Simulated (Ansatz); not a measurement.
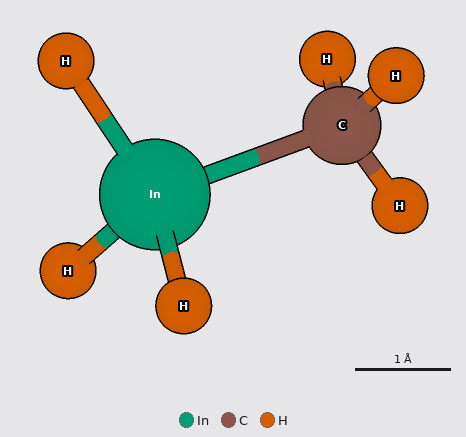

The input geometry (ball-and-stick view, seen at a tilt). Sticks mark near contacts. Bond lengths as drawn: C–H 1.10 Å, C–In 2.25 Å and H–In 1.80 Å.

CH$_{6}$In (charge −1): single-point calculation

System: CH$_{6}$In, charge −1.
Method: RKS PBE0-D4/def2-TZVPD (Ansatz 0.2.0).

The geometry comes from this level: PBE-D4/def2-TZVPD.

### Input
```yaml
crystal:
  periodic: [false, false, false]
  atoms:
    - {symbol: In, position_ang: [-0.001512, 0.003587, -1.050056]}
    - {symbol: C, position_ang: [0.001714, -0.004090, 1.196319]}
    - {symbol: H, position_ang: [-1.027334, 0.042121, 1.589701]}
    - {symbol: H, position_ang: [0.558258, 0.862485, 1.590173]}
    - {symbol: H, position_ang: [0.475906, -0.920837, 1.584326]}
    - {symbol: H, position_ang: [1.699059, -0.021142, -1.639285]}
    - {symbol: H, position_ang: [-0.829867, 1.492377, -1.630658]}
    - {symbol: H, position_ang: [-0.876214, -1.454490, -1.640520]}
basis:
  gaussian: {orbitals: def2-TZVPD, initial_orbitals: start.molden}
total_charge: -1
hamiltonian: {xc: pbe0, dispersion: d4}
scf: {omitted_lower_state_checks: [starts]}
output: {orbitals: {seedname: orbitals}}
```

Hardware: 4 threads of Arm Neoverse V2, 23 GiB of memory available, shared host.

Run as:
```bash
ansatz run in.yaml --threads 4 --pin off --events-out ev --progress --plain --max-ram 3916MiB
```

### Output
```
Functional definition: PBE0
  name "PBE0"
  cite "Adamo & Barone, J. Chem. Phys. 110, 6158 (1999) doi:10.1063/1.478522"
  cite "Perdew, Burke & Ernzerhof, Phys. Rev. Lett. 77, 3865 (1996) doi:10.1103/PhysRevLett.77.3865"
  parent pbe
  parameter a = 0.25
  parameter kappa = 0.804
  parameter beta = 0.06672455060314922
  exchange = (1 - a)*pbe_x(kappa = kappa, mu = beta*pi^2/3) + a*exact_x
  correlation = pbe_c(beta = beta)
these checks for a lower state are left out or cut short: starts
993 factors; their error is unknown
mean field evaluation 1: about -6306.7854 eV, gradient 5.0e1 eV
mean field evaluation 2: about -6307.6567 eV, gradient 1.3e0 eV
mean field evaluation 4: about -6307.7058 eV, gradient 2.7e-1 eV
mean field evaluation 8: about -6307.7059 eV, gradient 8.3e-6 eV
mean field -6307.70589430 eV, -231.8039160988 hartree, gradient 8.3e-6 eV, S^2 0.000000; 0 other end points of the search recorded, 0 dependent functions left out
reference -6307.70594364 eV, -231.8039179120 hartree; 17, 17 occupied and 130, 130 virtual orbitals, 993 factors
Total energy: -6307.83284370 eV, -231.8085814034 hartree
Checks for a lower state left out: starts
```

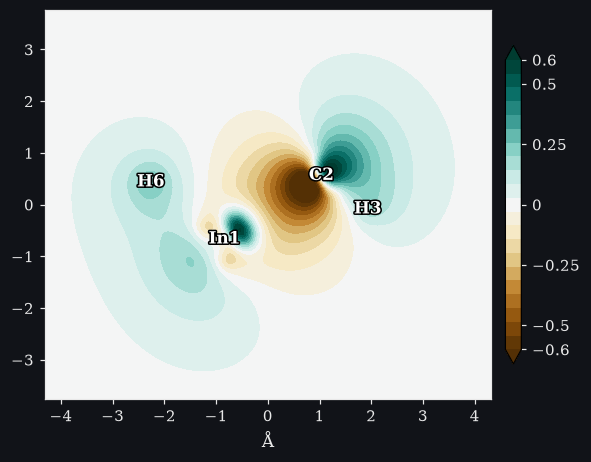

The HOMO on the plane of atoms C2, In1 and H6 (values in Å⁻³ᐟ²; the overall sign is arbitrary). Its weight (Hirshfeld) is mainly on C2 (45 %) and In1 (25 %). Its energy is −2.07 eV.

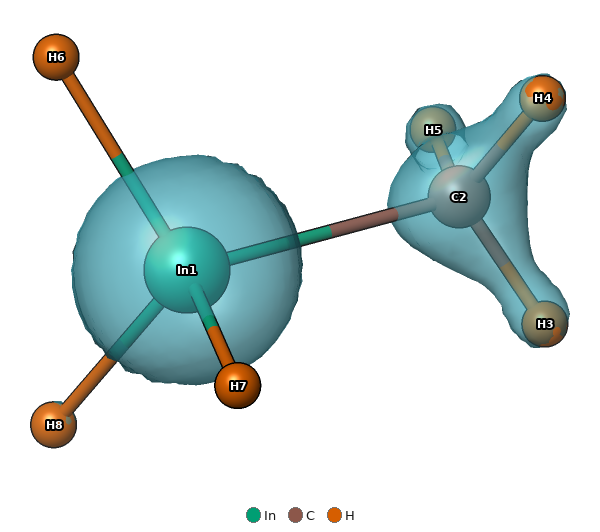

Isosurface of the electron density at 1.5 e/Å³ (cyan), seen at a tilt. At this value the surface falls into five separate pieces. It is pinched off along the C–In (2.25 Å) and In–H (1.80 Å) contacts. On the grid the lowest density along these lines, outside the cores, is 0.55 e/Å³ (C–In, 2.25 Å), 1.8 e/Å³ (C–H, 1.10 Å) and 0.59 e/Å³ (In–H, 1.80 Å).

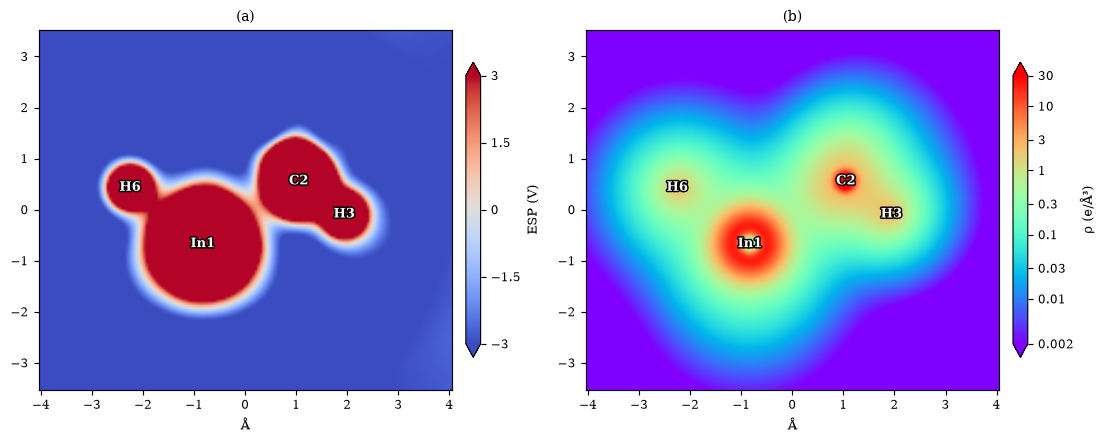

(a) molecular electrostatic potential; (b) electron density on the plane of atoms In1, C2 and H3. Atoms in the plane: In, C and H. C–In (2.25 Å): ρ is about 0.55 e/Å³ halfway. C–H (1.10 Å): ρ at the midpoint is about 1.9 e/Å³. In–H (1.80 Å): ρ is about 0.94 e/Å³ halfway, with its minimum of 0.59 e/Å³ about 1.1 Å from In.

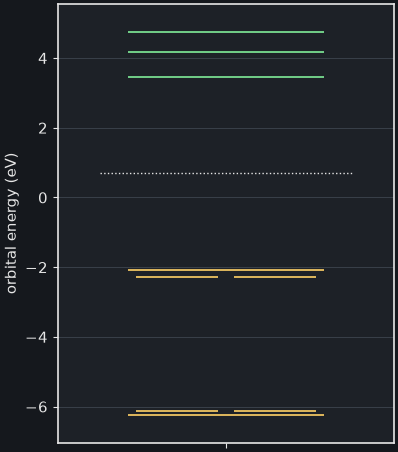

Orbital energies near the frontier; the dotted line parts filled from empty levels, and levels within 0.02 eV of each other stand side by side. Highest filled −2.07 eV, lowest empty 3.45 eV, 5.52 eV apart.

### Results in brief

| quantity | value |
| --- | --- |
| outcome | converged |
| total energy | −6307.8328 eV |
| mean-field energy | −6307.7059 eV |
| dispersion energy | −0.1269 eV |
| SCF solution under orbital rotations | stable |
| HOMO | −2.07 eV |
| LUMO | 3.45 eV |
| wall time | 0.95 s (CPU time 3.4 s) |
| peak memory | 0.28 GiB |
